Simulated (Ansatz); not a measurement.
# GeN2H4 (SMILES [NH2][Ge][NH2]): PBE/def2-SVPD

What is the electronic atomisation energy of GeN2H4 at PBE/def2-SVPD? 

Program for the calculation: Ansatz 0.2.0.

43 further runs of the same task are left out: 43 set aside as unsound or not needed. Runs told in other sessions of the task aren't counted.

## Step 1: Starting point

GeN2H4 has 7 atoms, charge 0, and is taken as a singlet. As SMILES, `[NH2][Ge][NH2]`. Geometry: relaxed at PBE0-D4/def2-TZVP. This is one conformer, not always the lowest.

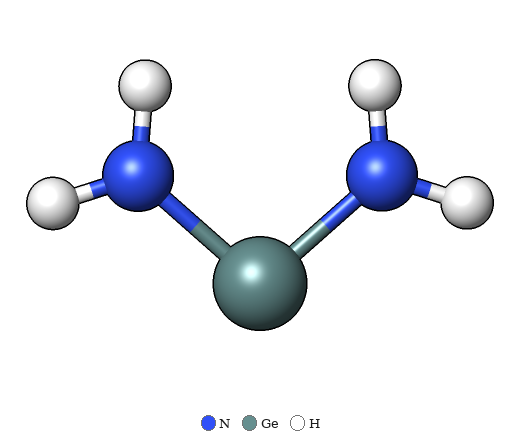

The structure, seen from a chosen angle (nitrogen blue, germanium teal, hydrogen white).

## Step 2: The energy at PBE/def2-SVPD

Input file job.yaml:

```yaml
crystal:
  periodic: [false, false, false]
  atoms:
    - {symbol: "N", position_ang: [-1.179700, 0.092100, -0.683900]}
    - {symbol: Ge, position_ang: [-0.069700, -1.237600, -0.102500]}
    - {symbol: "N", position_ang: [1.194700, -0.165000, 0.665000]}
    - {symbol: H, position_ang: [-2.029900, -0.124000, -1.176400]}
    - {symbol: H, position_ang: [-1.047800, 1.084700, -0.566600]}
    - {symbol: H, position_ang: [1.191600, 0.842500, 0.702200]}
    - {symbol: H, position_ang: [2.002000, -0.560700, 1.116500]}
basis:
  gaussian: {orbitals: def2-SVPD}
hamiltonian: {xc: pbe}
accuracy: high
output: {orbitals: {seedname: orbitals}}
```

Started as:

```console
ansatz run job.yaml --threads 1 --pin off --max-ram 3480MiB --events-out events.jsonl --progress --plain --runs-dir runs
```

Log:

```text
Warning: RAYON_NUM_THREADS=1 ignored (pool sized by the plan → 1); use --threads N
Functional definition: PBE
  name "PBE"
  parameter kappa = 0.804
  parameter beta = 0.06672455060314922
  exchange = pbe_x(kappa = kappa, mu = beta*pi^2/3)
  correlation = pbe_c(beta = beta)
2230 factors; integrals over basis functions are off by at most 4.5e-9 eV
mean field evaluation 1: about -59527.0732 eV, gradient 8.9e1 eV
mean field evaluation 2: about -59449.5203 eV, gradient 1.8e2 eV
mean field evaluation 4: about -59542.8532 eV, gradient 8.5e0 eV
mean field evaluation 8: about -59543.1099 eV, gradient 1.2e-1 eV
mean field evaluation 16: about -59543.1100 eV, gradient 4.5e-6 eV
mean field -59543.10998065 eV, -2188.1689320192 hartree, gradient 6.0e-8 eV, S^2 0.000000; 0 other end points of the search recorded, 0 dependent functions left out
reference -59543.10998423 eV, -2188.1689321510 hartree; 25, 25 occupied and 85, 85 virtual orbitals, 2230 factors
Total energy: -59543.10998423 eV, -2188.1689321510 hartree
```

Wall time 6 s (1 thread of Intel Xeon Platinum 8488C (Sapphire Rapids), shared host); peak memory 0.31 GiB.

## Step 3: The Ge atom at the same level

Input file molecule.yaml:

```yaml
crystal:
  periodic: [false, false, false]
  atoms:
    - {symbol: Ge, position_ang: [0.000000, 0.000000, 0.000000]}
basis:
  gaussian:
    orbitals: def2-SVPD
magnetization:
  spin_polarized: true
  initial_magnetization: 2
hamiltonian:
  xc: {name: PBE}
accuracy: high
```

Started as:

```console
ansatz run molecule.yaml --threads 1 --pin off --max-ram 3480MiB --events-out events.jsonl --progress --plain --runs-dir runs
```

Log, shortened:

```text
Warning: RAYON_NUM_THREADS=1 ignored (pool sized by the plan → 1); use --threads N
[... 6 set-up lines as earlier in the session ...]
370 factors; integrals over basis functions are off by at most 4.8e-9 eV
mean field evaluation 1: about -56499.9813 eV, gradient 8.7e0 eV
mean field evaluation 2: about -56500.0101 eV, gradient 9.0e0 eV
mean field evaluation 4: about -56500.1331 eV, gradient 9.7e-2 eV
mean field evaluation 8: about -56500.1328 eV, gradient 1.4e-4 eV
mean field evaluation 16: about -56500.0507 eV, gradient 2.9e0 eV
mean field evaluation 32: about -56500.1328 eV, gradient 5.4e-2 eV
mean field -56500.13283975 eV, -2076.3415846953 hartree, gradient 1.7e-8 eV, S^2 2.002110; 2 other end points of the search recorded, 0 dependent functions left out
reference -56500.13284187 eV, -2076.3415847731 hartree; 17, 15 occupied and 21, 23 virtual orbitals, 370 factors
Total energy: -56500.13284187 eV, -2076.3415847731 hartree
```

It took 1.5 s on 1 thread of Intel Xeon Platinum 8488C (Sapphire Rapids), shared host; peak memory 0.11 GiB.

## Step 4: The H atom

Input file input.yaml:

```yaml
crystal:
  periodic: [false, false, false]
  atoms:
    - {symbol: H, position_ang: [0.000000, 0.000000, 0.000000]}
basis:
  gaussian:
    orbitals: def2-SVPD
accuracy: high
magnetization:
  spin_polarized: true
  initial_magnetization: 1
hamiltonian:
  xc: pbe
```

Run the same way, it converges to -0.49863 Eh (log not shown).

## Step 5: The N atom, same level

Input file molecule.yaml:

```yaml
crystal:
  periodic: [false, false, false]
  atoms:
    - {symbol: N, position_ang: [0.000000, 0.000000, 0.000000]}
basis:
  gaussian:
    orbitals: def2-SVPD
magnetization:
  spin_polarized: true
  initial_magnetization: 3
hamiltonian:
  xc: pbe
accuracy: high
```

Run the same way, it converges to -54.46775 Eh (log not shown).

## Step 6: What came out

At PBE/def2-SVPD:

| quantity | value |
| --- | --- |
| molecule: total energy | -2188.16893 Eh |
| molecule: HOMO energy | -5.70 eV |
| molecule: LUMO energy | -1.45 eV |
| molecule: HOMO–LUMO gap | 4.24 eV |
| Ge atom: total energy | -2076.34158 Eh |
| Ge atom: ⟨S²⟩ | 2.002 |
| H atom: total energy | -0.49863 Eh |
| H atom: ⟨S²⟩ | 0.750 |
| N atom: total energy | -54.46775 Eh |
| N atom: ⟨S²⟩ | 3.753 |
| electronic atomisation energy | 24.418 eV |

Taking the molecule apart into free atoms costs 24.42 eV (2356 kJ/mol), before zero-point energy and without spin-orbit coupling.
